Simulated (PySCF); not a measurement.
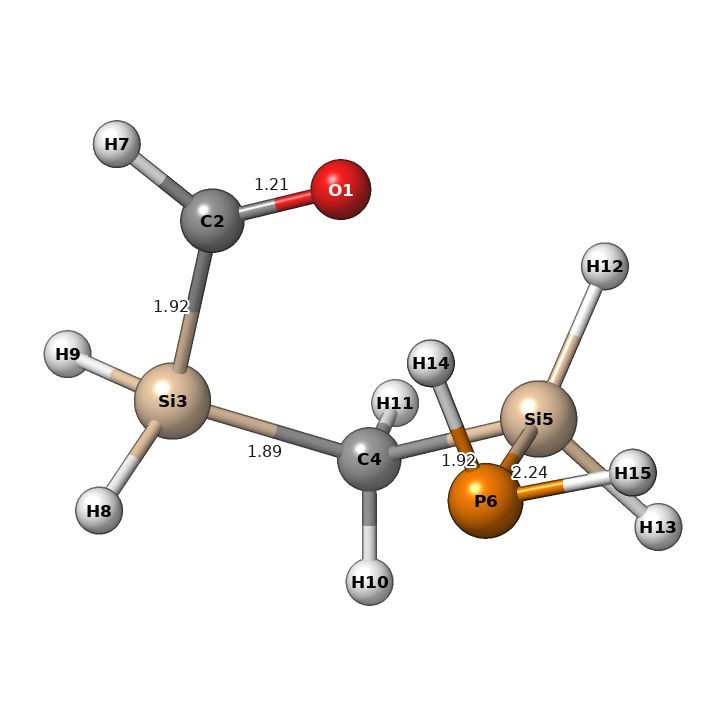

Bond lengths are marked in Å; every bond is drawn as one stick. Computed geometry: GFN2-xTB optimisation. No frequency run is at hand to confirm it as a minimum.

Q: Which of the marked bonds are single, double, triple or aromatic?

A: O1–C2 double; C2–Si3 single; Si3–C4 single; C4–Si5 single; Si5–P6 single.

Q: Write the SMILES.

A: O=C[SiH2]C[SiH2]P
